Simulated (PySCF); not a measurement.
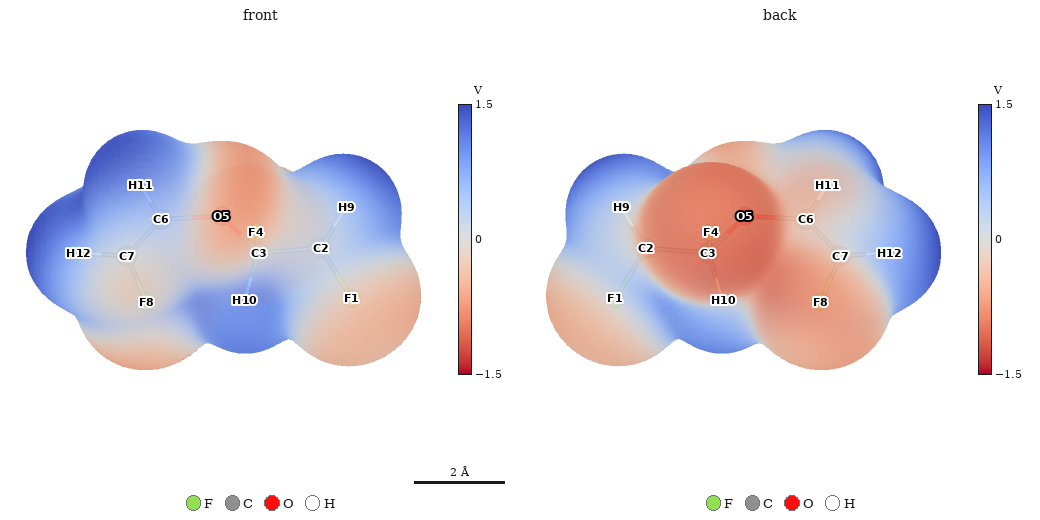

Figure. C4H4F3O (SMILES F[CH][C@H](F)O/C=C\F) (doublet). The electrostatic potential painted on the density surface at 0.002 e/bohr³, seen from the front and from behind; red is negative and blue positive.

Geometry: GFN2-xTB.

These are results of UKS B3LYP, pcH-1 on C F H O, non-relativistic, mean-field spin-orbit, GIAO (PySCF 2.14.0, density-fitted response routines), not measurements.

Input

```
{"job": {"kind": "epr", "basis": "pcH-1"}, "charge": 0, "multiplicity": 2}
F     -2.874211     1.074974    -0.793601
C     -2.199587     0.429122     0.155341
C     -0.848590    -0.068658    -0.161101
F     -0.857817    -1.467270    -0.218106
O      0.011785     0.301400     0.865438
C      1.355759     0.122433     0.718323
C      2.081902    -0.267739    -0.317959
F      1.597890    -0.583185    -1.533631
H     -2.750697     0.189917     1.044519
H     -0.528199     0.269319    -1.156619
H      1.858818     0.363025     1.642668
H      3.154146    -0.364024    -0.271299
```

Run with:

```sh
OMP_NUM_THREADS=1 python probes_run.py task.json out
```

### Which sites attract a positive test charge, and which a negative one?

A positive charge is drawn to the negative regions and a negative charge to the positive ones. The most negative region (about −1.1 V) lies over F4, the most positive (about +1.4 V) over H11 and H12.
